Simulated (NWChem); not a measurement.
# MP2/def2-SVP run of C2H5BO (SMILES B1CCO1)

Aim: the vertical singlet–triplet gap of C2H5BO at MP2/def2-SVP, from 2 runs. 

The results are computed with NWChem 7.3.0.

## 1. The system as given

C2H5BO has 9 atoms, charge 0, and is taken as a singlet. As SMILES, `B1CCO1`. Geometry: relaxed at PBE0-D4/def2-TZVP.

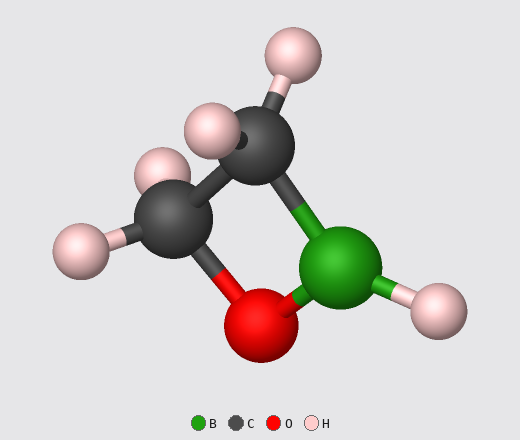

The structure, seen from a chosen angle (boron green, carbon dark grey, oxygen red, hydrogen pink).

## 2. Energy and forces at MP2/def2-SVP

Contents of c2h5bo.nw:

```
start c2h5bo
memory total 2200 mb
charge 0
geometry noautosym nocenter noautoz
 B       -0.402600       0.301700      -1.082000
 C        0.506000       0.617000       0.171000
 C       -0.098600      -0.719600       0.617700
 O       -0.884800      -0.878500      -0.596200
 H       -0.697000       0.772800      -2.139500
 H        0.236300       1.479000       0.782200
 H        1.586200       0.614100       0.021000
 H       -0.757600      -0.681300       1.487200
 H        0.600600      -1.551500       0.721500
end
basis spherical bse
 B library def2-SVP
 C library def2-SVP
 O library def2-SVP
 H library def2-SVP
end
scf
 thresh 1e-08
 maxiter 80
end
mp2
 freeze core 4
 tight
end
task mp2 gradient
```

Started as:

```console
$ nwchem c2h5bo.nw > c2h5bo.out
```

Output:

```text
[...]
  functions       =    81
[...]
  wavefunction    = RHF
[...]
         Total SCF energy =   -178.067296842974
      One-electron energy =   -462.788990202045
      Two-electron energy =    173.008677700168
 Nuclear repulsion energy =    111.713015658904
        Time for solution =      6.8s
[...]
          Total MP2 energy          -178.608630490691
[...]
                         mp2 ENERGY GRADIENTS
    atom               coordinates                        gradient
                 x          y          z           x          y          z
   1 B      -0.760804   0.570130  -2.044684    0.001751   0.001287   0.001669
   2 C       0.956201   1.165961   0.323143   -0.001459  -0.000607  -0.001941
   3 C      -0.186327  -1.359847   1.167284   -0.000632  -0.002492   0.001696
   4 O      -1.672030  -1.660124  -1.126655    0.003896   0.003272   0.003183
   5 H      -1.317139   1.460380  -4.043069    0.000627  -0.001608   0.002933
   6 H       0.446542   2.794905   1.478144    0.001656  -0.004121  -0.003053
   7 H       2.997483   1.160481   0.039684   -0.005308   0.000348   0.000872
   8 H      -1.431656  -1.287470   2.810400    0.002984  -0.000131  -0.004510
   9 H       1.134969  -2.931910   1.363437   -0.003516   0.004051  -0.000849
[...]
```

It took 18 s on 1 thread of Intel Xeon 6975P-C (Granite Rapids), shared host; peak memory 0.22 GiB.

## 3. The triplet: a single-point energy at UMP2/def2-SVP

Contents of mol.nw:

```
start mol
memory stack 880 mb heap 220 mb global 1100 mb
charge 0

geometry noautosym nocenter noautoz
  B     -0.402600     0.301700    -1.082000
  C      0.506000     0.617000     0.171000
  C     -0.098600    -0.719600     0.617700
  O     -0.884800    -0.878500    -0.596200
  H     -0.697000     0.772800    -2.139500
  H      0.236300     1.479000     0.782200
  H      1.586200     0.614100     0.021000
  H     -0.757600    -0.681300     1.487200
  H      0.600600    -1.551500     0.721500
end

basis spherical bse
  B library def2-SVP
  C library def2-SVP
  O library def2-SVP
  H library def2-SVP
end

scf
  triplet
  uhf
  thresh 1e-08
  maxiter 80
end

mp2
  freeze core 4
  tight
end

task mp2
```

Started as:

```console
$ nwchem mol.nw > mol.out
```

Output:

```text
[...]
  functions       =    81
[...]
  wavefunction    = UHF
[...]
         Total SCF energy =   -177.838758206765
      One electron energy =   -462.057118694416
      Two electron energy =    172.505344828747
 Nuclear repulsion energy =    111.713015658904
                       Sz =      1.0000
                 Sz(Sz+1) =      2.0000
                      S^2 =      2.0134
[...]
          Total MP2 energy          -178.366651928665
[...]
```

Run time: 18 s. Hardware: 1 thread of Intel Xeon 6975P-C (Granite Rapids), shared host; peak memory 0.19 GiB.

## 4. What came out

At MP2/def2-SVP, 4 core orbitals frozen:

```
                                                           quantity          value
                                              singlet: total energy  -178.60863 Eh
   singlet: dipole moment (of the density that the program reports)         1.79 D
                       singlet: HOMO energy (Hartree–Fock orbitals)      -11.76 eV
                       singlet: LUMO energy (Hartree–Fock orbitals)        3.80 eV
                     singlet: HOMO–LUMO gap (Hartree–Fock orbitals)       15.56 eV
               singlet: correlation energy (4 core orbitals frozen)     -541.3 mEh
                                  singlet: largest force on an atom     0.309 eV/Å
                                              triplet: total energy  -178.36665 Eh
triplet: HOMO energy (Hartree–Fock orbitals) (highest over α and β)       -5.21 eV
 triplet: LUMO energy (Hartree–Fock orbitals) (lowest over α and β)       -1.53 eV
               triplet: correlation energy (4 core orbitals frozen)     -527.9 mEh
                         triplet: ⟨S²⟩ of the reference determinant          2.013
                   vertical energy of the triplet above the singlet       6.585 eV
```

At this shape the triplet lies 6.58 eV (152 kcal/mol) above the singlet. The largest force (singlet) is 0.31 eV/Å: the shape isn't a stationary point for this species at this level. Mulliken charges (triplet) of the mean-field density run from -0.40 on O4 to +0.24 on C3; they depend strongly on the basis.
